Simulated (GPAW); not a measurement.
# STM contrast on a 8-layer slab of Li(100), part 2 of 2

What would a tunnelling microscope show on a 8-layer slab of Li(100)?

GPAW 26.7.0; GPAW, PAW setups; slab in vacuum, relaxation (the session's first sound run).

So far. Step 2 (Relaxing the atoms): The relaxation lowered the energy of the cell by 0.00953 eV (energies extrapolated to zero smearing; the optimiser's log prints free energies). The largest force left on a free atom is 0.029 eV/Å.

**3. Plane waves, PBE**

With the geometry fixed, the planar mean of the potential gives the vacuum level on each side.

This step: GPAW, PAW setups; slab in vacuum (GPAW 26.7.0).

File run.py:

```python
import json
import numpy as np
from ase import Atoms
from ase.dft.stm import STM
from gpaw import GPAW, PW

slab = Atoms(
    ['Li', 'Li', 'Li', 'Li', 'Li', 'Li', 'Li', 'Li'],
    positions=[
        [1.74500, 1.74500, 7.00000],
        [0.00000, 0.00000, 8.74500],
        [1.74500, 1.74500, 10.49000],
        [0.00000, 0.00000, 12.23500],
        [1.74500, 1.74500, 13.96009],
        [0.00000, 0.00000, 15.66158],
        [1.74500, 1.74500, 17.28804],
        [0.00000, -0.00000, 19.02504]],
    cell=[[3.49, 0.0, 0.0], [0.0, 3.49, 0.0], [0.0, 0.0, 26.215]],
    pbc=[True, True, False])

slab.calc = GPAW(mode=PW(400), xc='PBE', kpts={'size': (9, 9, 1), 'gamma': True},
                 occupations={'name': 'fermi-dirac', 'width': 0.1}, nbands='300%',
                 convergence={'density': 1e-05}, maxiter=200,
                 poissonsolver={'dipolelayer': 'xy'},
                 symmetry={'tolerance': 1e-3}, txt='slab.txt')
result = {}
energy = slab.get_potential_energy()
fermi = slab.calc.get_fermi_level()
v = slab.calc.get_electrostatic_potential().mean((0, 1)) - fermi
n = slab.calc.get_pseudo_density().mean((0, 1))
L = slab.cell[2, 2]
z = np.arange(len(v)) * L / len(v)
low, high = slab.positions[:, 2].min(), slab.positions[:, 2].max()
below, above = np.interp([low - 4.8, high + 4.8], z, v)
slopes = [np.interp(x, z, np.gradient(v, z)) for x in (low - 4.8, high + 4.8)]
eps = np.array([[slab.calc.get_eigenvalues(k, s) for k in range(len(slab.calc.get_ibz_k_points()))]
                for s in range(slab.calc.get_number_of_spins())]) - fermi
top, bottom = eps[eps < 0].max(), eps[eps > 0].min()
dipole = slab.get_dipole_moment()[2]
print(f'energy {energy:.4f} eV, Fermi level {fermi:.4f} eV, dipole {dipole:.5f} e A')
print(f'potential 4.8 A off the faces, from the Fermi level: lower {below:.4f} eV, upper {above:.4f} eV')
print(f'slope of the potential there: lower {slopes[0]:.5f}, upper {slopes[1]:.5f} eV/A')
print(f'nearest levels on the mesh: {top:.4f} and {bottom:.4f} eV')
print('magnetic moment', round(slab.get_magnetic_moment(), 3))
result.update(energy=energy, fermi=fermi, dipole=dipole, below=below, above=above, slopes=slopes, edges=[top, bottom],
              z=z.tolist(), v=v.tolist(), n=n.tolist(), positions=slab.positions.tolist(),
              forces=slab.get_forces(apply_constraint=False).tolist(), moments=slab.get_magnetic_moments().tolist())

# Images need the states of the whole zone, up to time reversal
slab.calc = slab.calc.fixed_density(symmetry={'point_group': False}, txt='states.txt', nbands='390%',
                                    convergence={'bands': 'CBM+1.8'})
stm = STM(slab)
result['stm'] = []
for bias in [-2.0, -1.0, 1.5]:
    height = high + 3.0
    current = stm.get_averaged_current(bias, height)
    x, y, h = stm.scan(bias, current)
    i, f = divmod(height / L * stm.ldos.shape[2], 1)
    I = abs((1 - f) * stm.ldos[:, :, int(i)] + f * stm.ldos[:, :, int(i) + 1])
    print(f'bias {bias} V: mean current at 3.0 A {current:.4e}, corrugation {np.ptp(h):.4f} A')
    result['stm'].append(dict(bias=bias, current=current, h=(h - high).tolist(), I=I.tolist()))
json.dump(result, open('result.json', 'w'))
```

The run is started by

```bash
$ OMP_NUM_THREADS=1 OPENBLAS_NUM_THREADS=1 python run.py
```

Output:

```text
energy -14.5002 eV, Fermi level -1.1885 eV, dipole 0.00087 e A
potential 4.8 A off the faces, from the Fermi level: lower 2.9920 eV, upper 2.9811 eV
slope of the potential there: lower -0.00240, upper 0.00246 eV/A
nearest levels on the mesh: -0.0534 and 0.0067 eV
magnetic moment 0.0
bias -2.0 V: mean current at 3.0 A 3.5088e-04, corrugation 0.0125 A
bias -1.0 V: mean current at 3.0 A 2.6211e-04, corrugation 0.0126 A
bias 1.5 V: mean current at 3.0 A 1.5035e-03, corrugation 0.0111 A
```

Run time: 59 s. Hardware: 1 thread of Arm Neoverse V2, shared host; peak memory 0.35 GiB.

This step gave:

* dipole along the normal: 8.73e-4 e·Å
* levels nearest the Fermi level on the mesh: -0.05339, 0.006682 eV from the Fermi level
* corrugation -2: 0.01250 Å
* corrugation -1: 0.01261 Å
* corrugation 1.5: 0.01114 Å

The electrostatic potential energy of an electron (without an applied field's), less the Fermi level, planar mean oscillates, so the rows of the table below give means over windows of 1.68 Å about each position, cut where the curve ends. Its maxima inside the range that stand out by 2 % of the span (Å: eV): 7.9: 0.628, 9.6: 0.708, 11.3: 0.706, 13.1: 0.663, 14.8: 0.628, 16.5: 0.403, 18.1: 0.640. Its minima: 7.0: -1.67, 8.7: -1.27, 10.5: -1.29, 12.3: -1.31, 13.9: -1.32, 15.6: -1.30, 17.3: -1.30, 19.0: -1.65.

Electrostatic potential energy of an electron (without an applied field's), less the Fermi level, planar mean against z; means over each step:

| z (Å) | electrostatic potential energy of an electron (without an applied field's), less the Fermi level, planar mean (eV) |
| --- | --- |
| 0.84 | 2.99 |
| 2.52 | 2.99 |
| 4.20 | 2.91 |
| 5.88 | 1.47 |
| 7.56 | -0.384 |
| 9.24 | -0.194 |
| 10.92 | -0.206 |
| 12.60 | -0.248 |
| 14.28 | -0.269 |
| 15.96 | -0.364 |
| 17.64 | -0.268 |
| 19.32 | -0.242 |
| 21.00 | 2.61 |
| 22.68 | 2.97 |
| 24.36 | 2.98 |
| 26.04 | 2.98 |

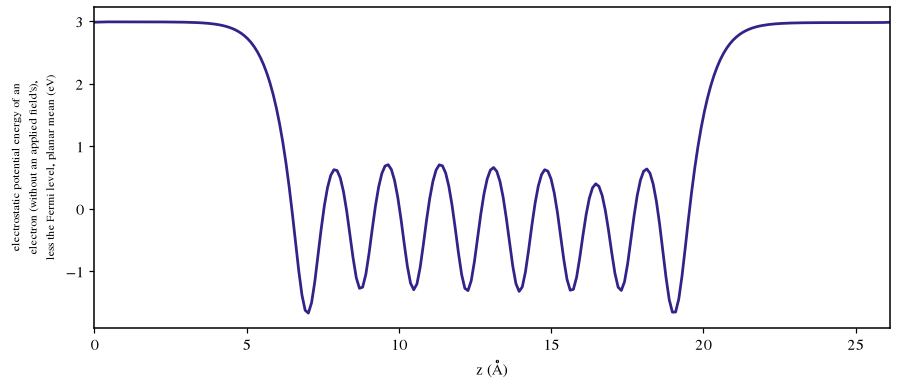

Electrostatic potential energy of an electron (without an applied field's), less the Fermi level, planar mean against z.

The pseudo valence density, planar mean oscillates, so the rows of the table below give means over windows of 2.5 Å about each position, cut where the curve ends. Its maxima inside the range that stand out by 2 % of the span (Å: e/Å³): 6.7: 0.0322, 8.2: 0.0538, 9.9: 0.0511, 11.1: 0.0514, 13.4: 0.0520, 15.1: 0.0535, 16.1: 0.0538, 17.8: 0.0549, 19.3: 0.0318. Its minima: 6.9: 0.0288, 8.8: 0.0380, 10.5: 0.0371, 12.2: 0.0377, 14.1: 0.0387, 15.7: 0.0406, 17.2: 0.0408, 19.1: 0.0287.

Table of pseudo valence density, planar mean by z; means over each step:

| z (Å) | pseudo valence density, planar mean (e/Å³) |
| --- | --- |
| 0.0 | 1.7e-6 |
| 2.5 | 1.0e-4 |
| 5.0 | 0.00717 |
| 7.5 | 0.0421 |
| 10.0 | 0.0469 |
| 12.5 | 0.0481 |
| 15.0 | 0.0479 |
| 17.5 | 0.0503 |
| 20.0 | 0.0195 |
| 22.5 | 7.0e-4 |
| 25.0 | 6.9e-6 |

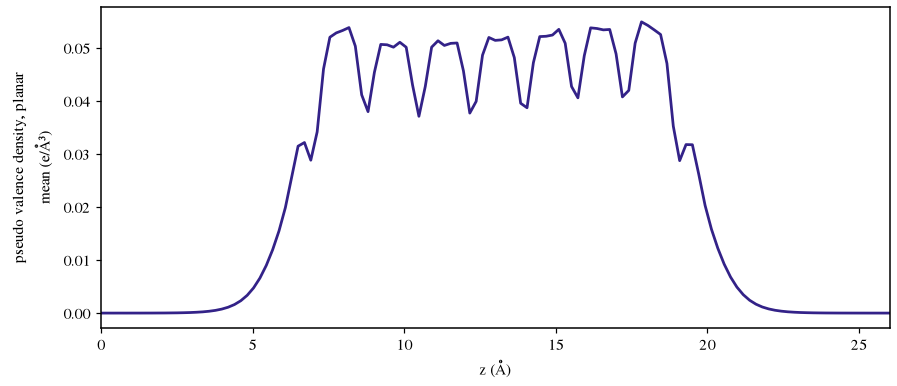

Pseudo valence density, planar mean, plotted against z.

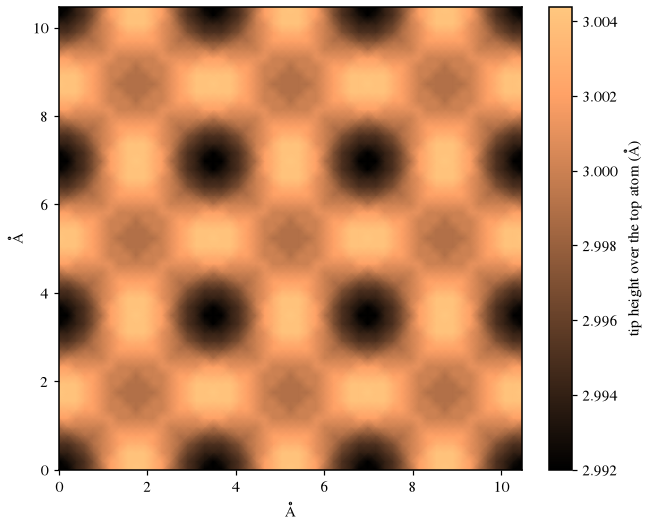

Tip height over the top atom over a1 and a2. Sample bias -2 V, constant current at the mean current 3.0 Å over the top atom. The cell is repeated, with its origin at the lower left corner.

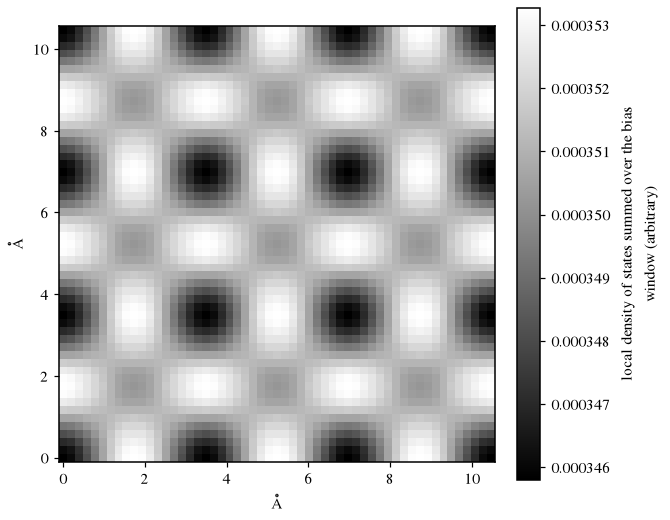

Local density of states summed over the bias window over a1 and a2. Sample bias -2 V, constant height 3.0 Å over the top atom. The cell is repeated, with its origin at the lower left corner.

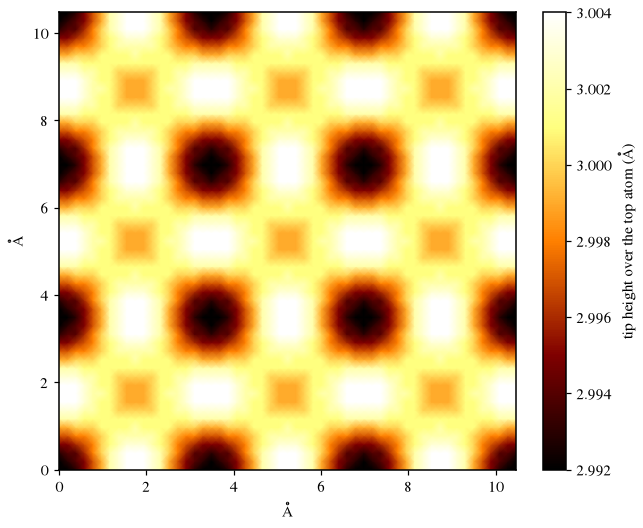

Tip height over the top atom over a1 and a2. Sample bias -1 V, constant current at the mean current 3.0 Å over the top atom. The cell is repeated, with its origin at the lower left corner.

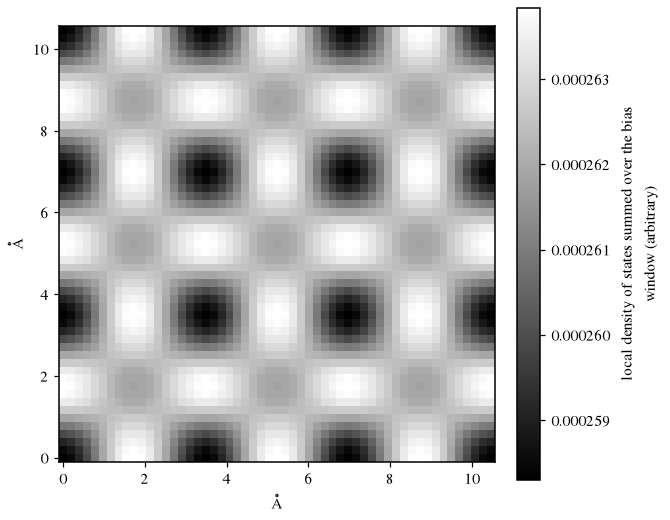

Local density of states summed over the bias window over a1 and a2. Sample bias -1 V, constant height 3.0 Å over the top atom. The cell is repeated, with its origin at the lower left corner.

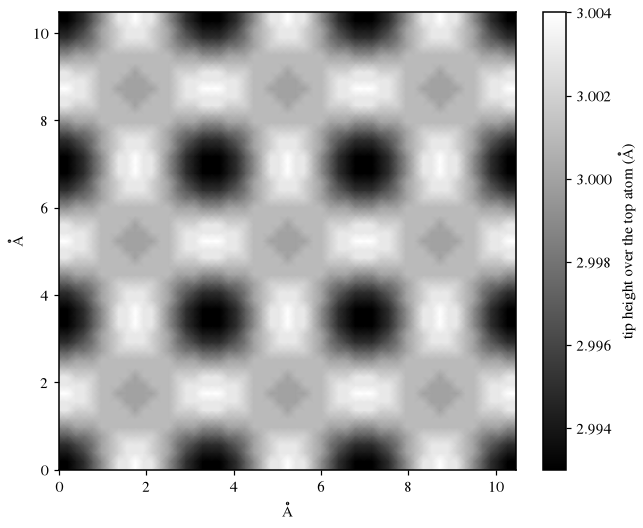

Tip height over the top atom over a1 and a2. Sample bias 1.5 V, constant current at the mean current 3.0 Å over the top atom. The cell is repeated, with its origin at the lower left corner.

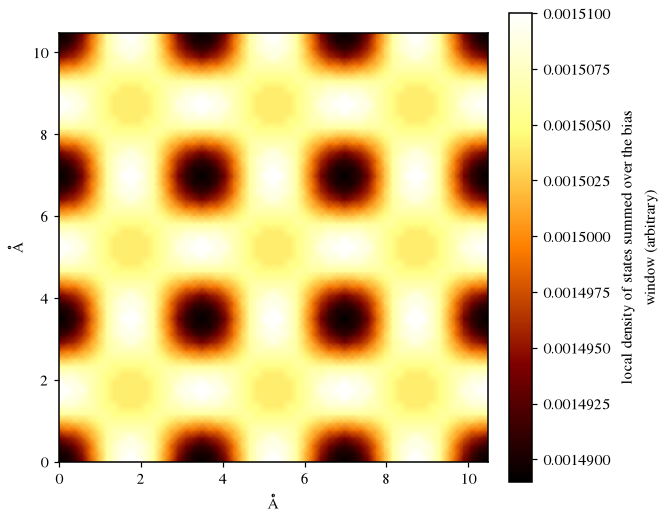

Local density of states summed over the bias window over a1 and a2. Sample bias 1.5 V, constant height 3.0 Å over the top atom. The cell is repeated, with its origin at the lower left corner.

Force by atom:

| atom | x (eV/Å) | y (eV/Å) | z (eV/Å) | size |
| --- | --- | --- | --- | --- |
| Li1 | 0.0000 | 0.0000 | -0.0018 | 0.0018 |
| Li2 | 0.0000 | 0.0000 | 0.0748 | 0.0748 |
| Li3 | 0.0000 | 0.0000 | -0.0080 | 0.0080 |
| Li4 | 0.0000 | 0.0000 | -0.0369 | 0.0369 |
| Li5 | 0.0000 | 0.0000 | 0.0054 | 0.0054 |
| Li6 | 0.0000 | 0.0000 | -0.0288 | 0.0288 |
| Li7 | 0.0000 | 0.0000 | -0.0086 | 0.0086 |
| Li8 | 0.0000 | 0.0000 | 0.0040 | 0.0040 |

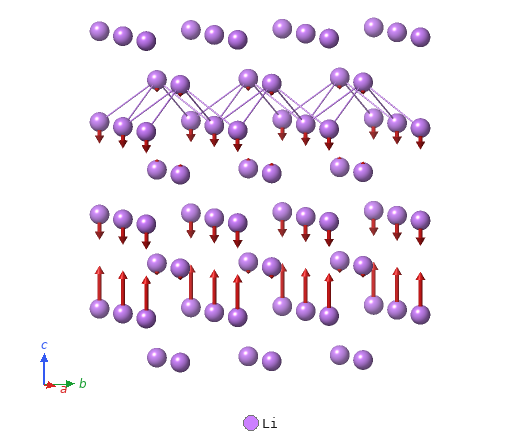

Force as arrows, the longest 0.0748 eV/Å. 2×3×1 cells are drawn. Some periodic images of atoms are drawn too.

The potential is flat to 0.002 eV/Å where it is read, so the vacuum is wide enough.

**4. A changed run**

One more run, with changed settings.

File run.py:

```python
import json
import numpy as np
from ase import Atoms
from gpaw import GPAW, PW

slab = Atoms(
    ['Li', 'Li', 'Li', 'Li', 'Li', 'Li', 'Li', 'Li'],
    positions=[
        [1.74500, 1.74500, 7.00000],
        [0.00000, 0.00000, 8.74500],
        [1.74500, 1.74500, 10.49000],
        [0.00000, 0.00000, 12.23500],
        [1.74500, 1.74500, 13.96009],
        [0.00000, 0.00000, 15.66158],
        [1.74500, 1.74500, 17.28804],
        [0.00000, -0.00000, 19.02504]],
    cell=[[3.49, 0.0, 0.0], [0.0, 3.49, 0.0], [0.0, 0.0, 26.215]],
    pbc=[True, True, False])

slab.calc = GPAW(mode=PW(400), xc='PBE', kpts={'size': (9, 9, 1), 'gamma': True},
                 occupations={'name': 'fermi-dirac', 'width': 0.1}, nbands='300%',
                 convergence={'density': 1e-05}, maxiter=75,
                 poissonsolver={'dipolelayer': 'xy'},
                 symmetry={'tolerance': 1e-3}, txt='slab.txt')
result = {}
energy = slab.get_potential_energy()
fermi = slab.calc.get_fermi_level()
v = slab.calc.get_electrostatic_potential().mean((0, 1)) - fermi
n = slab.calc.get_pseudo_density().mean((0, 1))
L = slab.cell[2, 2]
z = np.arange(len(v)) * L / len(v)
low, high = slab.positions[:, 2].min(), slab.positions[:, 2].max()
below, above = np.interp([low - 1.0, high + 1.0], z, v)
slopes = [np.interp(x, z, np.gradient(v, z)) for x in (low - 1.0, high + 1.0)]
eps = np.array([[slab.calc.get_eigenvalues(k, s) for k in range(len(slab.calc.get_ibz_k_points()))]
                for s in range(slab.calc.get_number_of_spins())]) - fermi
top, bottom = eps[eps < 0].max(), eps[eps > 0].min()
dipole = slab.get_dipole_moment()[2]
print(f'energy {energy:.4f} eV, Fermi level {fermi:.4f} eV, dipole {dipole:.5f} e A')
print(f'potential 1.0 A off the faces, from the Fermi level: lower {below:.4f} eV, upper {above:.4f} eV')
print(f'slope of the potential there: lower {slopes[0]:.5f}, upper {slopes[1]:.5f} eV/A')
print(f'nearest levels on the mesh: {top:.4f} and {bottom:.4f} eV')
print('magnetic moment', round(slab.get_magnetic_moment(), 3))
result.update(energy=energy, fermi=fermi, dipole=dipole, below=below, above=above, slopes=slopes, edges=[top, bottom],
              z=z.tolist(), v=v.tolist(), n=n.tolist(), positions=slab.positions.tolist(),
              forces=slab.get_forces(apply_constraint=False).tolist(), moments=slab.get_magnetic_moments().tolist())
json.dump(result, open('result.json', 'w'))
```

Output:

```text
energy -14.5002 eV, Fermi level -1.1885 eV, dipole 0.00087 e A
potential 1.0 A off the faces, from the Fermi level: lower 1.5556 eV, upper 1.5459 eV
slope of the potential there: lower -2.31171, upper 2.30569 eV/A
nearest levels on the mesh: -0.0534 and 0.0067 eV
magnetic moment 0.0
```

The job ended after 26 s (1 thread; peak memory 0.21 GiB).

The run finished. A setting was moved off its sound value on purpose, so it serves as a test and not as the result.

The fault put into the input: the potential probed 1 A off the face (probe = 1.0).

**5. Results**

- work function, upper and lower face: 2.981 and 2.992 eV
- dipole along the normal: 8.7e-4 e Å
- corrugation at -2 V: 0.0125 Å
- corrugation at -1 V: 0.0126 Å
- corrugation at 1.5 V: 0.0111 Å

In words: In GPAW's constant-current maps the tip height varies by under 0.05 Å at every bias shown (0.013 Å at most), which is near the numerical ripple of the maps: an s-wave tip would see an almost flat surface. Negative sample bias images filled states, positive bias empty ones. The measured value for polycrystalline Li, which weights the faces of low work function, is 2.93 eV (as compiled in "Anisotropic work function of elemental crystals", 2019, arxiv:1902.07811); the relaxed upper face lies 0.051 eV over it with PBE. Measured work functions scatter by a tenth of an eV or more between methods. The images are of Tersoff-Hamann type: an s-wave tip, no tip-sample forces, heights closer than in a microscope. The small printed dipole stands for a step of -13 meV from the lower to the upper face, and the probes find -11 meV; values this small are near the numerical noise of both. The in-plane lattice was kept as typed, which isn't the functional's own and leaves some strain; spin-orbit coupling and temperature are left out.

[Logs are printed without paths, hosts, clocks, repeated set-up lines and the standing remarks that a program may print on its own settings, such as how far it seeks lower states.]

[Hosts, paths, dates, database ids (printed as entryN), source tags and the programs' standing remarks are cut or masked in the printed files.]
